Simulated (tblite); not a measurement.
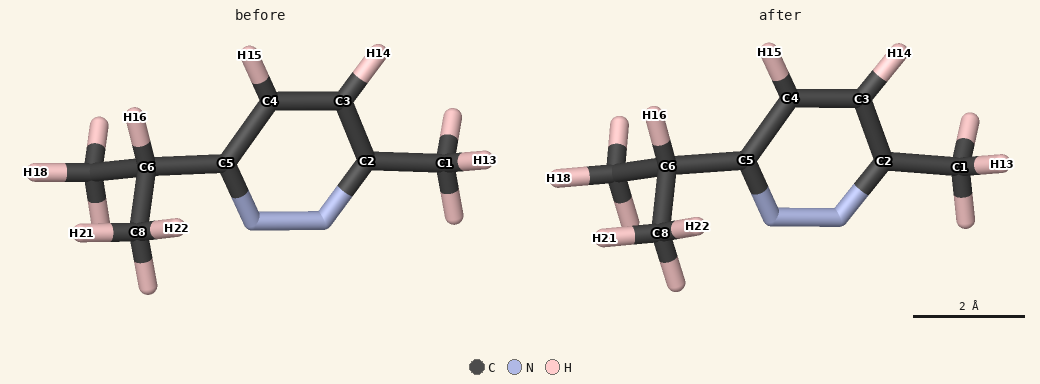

The structure of C$_{8}$H$_{12}$N$_{2}$ before (left) and after (right) a relaxation, at one scale.

Style: stick. Shown at a tilt.

All numbers below come from GFN2-xTB geometry optimisation, gas phase in tblite 0.8.0. 

Q: Summarise the run.

A: After 47 geometry steps the energy has fallen by 24.0 kJ/mol. The largest moves after the best rigid fit, 0.17 Å, are those of H atoms. Largest moves by element: H 0.17 Å, N 0.11 Å, C 0.10 Å. Some distances before and after: N–N 1.360 → 1.297 Å, C–N 1.361 → 1.322 Å, C–C 1.366 → 1.401 Å, C–C 1.401 → 1.376 Å. Among the angles between lasting bonds that change: C–C–H 119.4° → 121.8°, C–C–H 111.9° → 109.5°, H–C–H 110.3° → 108.2°.
